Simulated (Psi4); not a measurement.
# SCAN/cc-pV5Z (density fitting, sweep point 4) run of HBS (hydrogen boron sulfide)

What is the vertical electron affinity of HBS (hydrogen boron sulfide) at SCAN/cc-pV5Z (density fitting, sweep point 4)? 

The calculation is run with Psi4 1.11.

## (1) Starting point

HBS: 3 atoms, total charge 0, spin state singlet. SMILES: `B=S`. The coordinates come from a PBE0-D4/def2-TZVP relaxation.

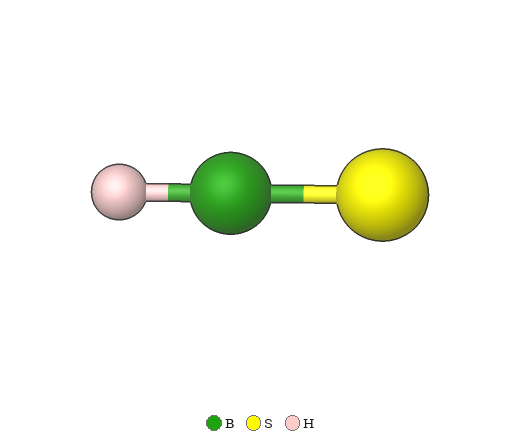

The structure, seen from a chosen angle (boron green, sulfur yellow, hydrogen pink).

## (2) The energy at SCAN/cc-pV5Z (density fitting, sweep point 4)

File bhs.in:

```
memory 1.6 GB

molecule {
  B     -0.07305681    -0.02751441     0.25464060
  S      0.75432198     0.27899917    -2.63293651
  H     -0.68126517    -0.25148475     2.37827702
  units au
  symmetry c1
}

set basis cc-pV5Z
set puream true
set scf_type df
set dft_radial_points 99
set dft_spherical_points 590

e, wfn = energy("scan", return_wfn=True)
```

Command:

```bash
$ psi4 bhs.in bhs.out -n 1
```

bhs.out:

```text
[...]
  Running in c1 symmetry.
[...]
  Nuclear repulsion =   31.801084817391228
[...]
  Multiplicity = 1
[...]
  Nalpha       = 11
  Nbeta        = 11
[...]
    Number of basis functions: 241
[...]
   @DF-RKS iter   1:  -423.55313479868272   -2.83165e-01   2.42181e-03 DIIS/ADIIS
[...]
   @DF-RKS iter   8:  -423.70060555411561   -2.38649e-08   2.33567e-07 DIIS
[...]
    Orbital Energies [Eh]
    ---------------------
    Doubly Occupied:
       1A    -88.505894     2A     -7.851622     3A     -6.686729
       4A     -5.792888     5A     -5.792888     6A     -5.792640
       7A     -0.697464     8A     -0.454369     9A     -0.357117
      10A     -0.281334    11A     -0.281334
[...]
  @DF-RKS Final Energy:  -423.70060555411561
   => Energetics <=
    Nuclear Repulsion Energy =             31.8010848173912279
    One-Electron Energy =                -646.8259511345964938
    Two-Electron Energy =                 221.4497162589396169
    DFT Exchange-Correlation Energy =     -30.1254554958499590
    Empirical Dispersion Energy =           0.0000000000000000
    VV10 Nonlocal Energy =                  0.0000000000000000
    Total Energy =                       -423.7006055541156115
[...]
 Multipole Moments:
 ------------------------------------------------------------------------------------
     Multipole            Electronic (a.u.)      Nuclear  (a.u.)        Total (a.u.)
 ------------------------------------------------------------------------------------
 L = 1.  Multiply by 2.5417464519 to convert [e a0] to [Debye]
 Dipole X            :          0.5168498           -1.0652455           -0.5483958
 Dipole Y            :          0.0529492           -0.1098396           -0.0568904
 Dipole Z            :         -0.0000000            0.0000000           -0.0000000
 Magnitude           :                                                    0.5513388
[...]
```

Run time: 75 s. Hardware: 1 thread of Intel Xeon at 2.70GHz, shared host; peak memory 1.5 GiB.

## (3) The doublet anion

File bhs.inp:

```
memory 1600 mb

molecule {
  -1 2
  B     -0.07305681    -0.02751441     0.25464060
  S      0.75432198     0.27899917    -2.63293651
  H     -0.68126517    -0.25148475     2.37827702
  units au
  symmetry c1
}

set {
  basis cc-pV5Z
  reference uks
  puream true
  scf_type df
  dft_radial_points 99
  dft_spherical_points 590
  maxiter 100
}

energy_value, wavefunction = energy("scan", return_wfn=True)
```

Command:

```bash
$ psi4 -n 1 bhs.inp bhs.out
```

bhs.out:

```text
[...]
  Running in c1 symmetry.
[...]
  Nuclear repulsion =   31.801084817391228
[...]
  Multiplicity = 2
[...]
  Nalpha       = 12
  Nbeta        = 11
[...]
    Number of basis functions: 241
[...]
   @DF-UKS iter   1:  -423.34450058595820   -7.45309e-02   3.17266e-03 DIIS/ADIIS
[...]
   @DF-UKS iter   9:  -423.67489876282309   -1.04536e-07   6.78294e-07 DIIS
[...]
   @S^2 Observed:                7.566766445E-01
[...]
    Orbital Energies [Eh]
    ---------------------
    Alpha Occupied:
       1A    -88.259326     2A     -7.605295     3A     -6.421340
       4A     -5.547425     5A     -5.546740     6A     -5.545873
       7A     -0.459083     8A     -0.219405     9A     -0.122843
      10A     -0.055101    11A     -0.053232    12A      0.119465
    Alpha Virtual:
      13A      0.145383    14A      0.193307    15A      0.200759
      16A      0.217568    17A      0.234185    18A      0.271566
      19A      0.294776    20A      0.371393    21A      0.376486
      22A      0.388308    23A      0.391536    24A      0.400988
      25A      0.456352    26A      0.461817    27A      0.494199
[...]
  @DF-UKS Final Energy:  -423.67489876282309
   => Energetics <=
    Nuclear Repulsion Energy =             31.8010848173912279
    One-Electron Energy =                -652.1388172806372268
    Two-Electron Energy =                 227.0078937252179401
    DFT Exchange-Correlation Energy =     -30.3450600247950746
    Empirical Dispersion Energy =           0.0000000000000000
    VV10 Nonlocal Energy =                  0.0000000000000000
    Total Energy =                       -423.6748987628230907
[...]
 Multipole Moments:
 ------------------------------------------------------------------------------------
     Multipole            Electronic (a.u.)      Nuclear  (a.u.)        Total (a.u.)
 ------------------------------------------------------------------------------------
 L = 1.  Multiply by 2.5417464519 to convert [e a0] to [Debye]
 Dipole X            :          1.8452950           -1.0652455            0.7800495
 Dipole Y            :          0.1921140           -0.1098396            0.0822744
 Dipole Z            :          0.0000000            0.0000000            0.0000000
 Magnitude           :                                                    0.7843763
[...]
```

Wall time 2.1 min (1 thread of Intel Xeon at 2.70GHz, shared host); peak memory 1.5 GiB.

## (4) What came out

At SCAN/cc-pV5Z (density fitting, sweep point 4):

| quantity | value |
| --- | --- |
| singlet HBS: total energy | -423.70061 Eh |
| singlet HBS: dipole moment | 1.40 D |
| singlet HBS: HOMO energy | -7.66 eV |
| singlet HBS: LUMO energy | -1.87 eV |
| singlet HBS: HOMO–LUMO gap | 5.78 eV |
| doublet anion: total energy | -423.67490 Eh |
| doublet anion: HOMO energy (highest over α and β) | 3.25 eV |
| doublet anion: LUMO energy (lowest over α and β) | 3.96 eV |
| doublet anion: ⟨S²⟩ | 0.757 |
| vertical electron affinity (to the doublet anion) | -0.700 eV |

In words: The anion lies 0.70 eV (67.5 kJ/mol) above the neutral: the electron isn't bound at this level, and such a value depends on the basis. Without diffuse functions anions come out too high. The HOMO (doublet anion) lies at positive energy, 3.25 eV, as semi-local functionals often give for anions; only total energies tell whether the electron is bound.
